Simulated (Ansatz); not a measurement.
# BH4Si: the cost of one run

The runs use Ansatz 0.2.0, Gaussian basis; single points in def2-TZVPP.

Correlated methods freeze the cores. Orbitals are unrestricted.

## (1) The system as given

SMILES `B[SiH2]`, 6 atoms, charge 0, spin multiplicity 2.

Atoms are counted from 1 here; the program's logs count them from 0.

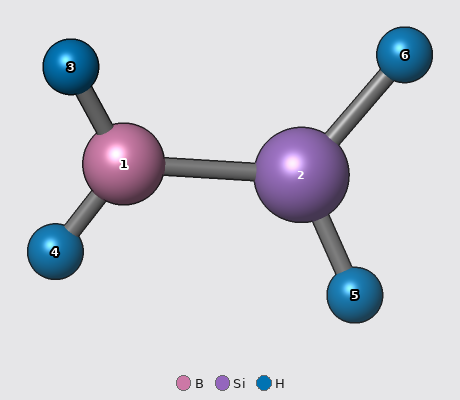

The starting geometry (boron pink, silicon purple, hydrogen blue); atoms are numbered from 1 in the order of the file.

As a file:

```xyz
6

B     0.0254   -1.0076    0.1032
Si   -0.0269    0.8703   -0.1803
H    -0.6429   -1.5755    0.9533
H     0.6589   -1.7170   -0.6255
H     0.9943    1.4392   -0.9295
H    -0.9949    1.9470    0.6608
```

## (2) CCSD(T)/def2-TZVPP

run/in.yaml reads:

```yaml
crystal:
  periodic: [false, false, false]
  atoms:
    - {symbol: B, position_ang: [0.025400, -1.007600, 0.103200]}
    - {symbol: Si, position_ang: [-0.026900, 0.870300, -0.180300]}
    - {symbol: H, position_ang: [-0.642900, -1.575500, 0.953300]}
    - {symbol: H, position_ang: [0.658900, -1.717000, -0.625500]}
    - {symbol: H, position_ang: [0.994300, 1.439200, -0.929500]}
    - {symbol: H, position_ang: [-0.994900, 1.947000, 0.660800]}
basis:
  gaussian: {orbitals: def2-TZVPP}
magnetization: {spin_polarized: true, initial_magnetization: 1}
correlation: {method: ccsd_t}
scf: {omitted_lower_state_checks: [cluster_reference]}
output: {forces: true}
```

On the command line:

```
ansatz run in.yaml --threads 4 --pin off --events-out ev --progress --plain --max-ram 5222MiB
```

**Question.** How long does this run take on 4 threads of Arm Neoverse N1, shared host, and how much memory does it need?

About 61 s, with a peak of 2.3 GiB.
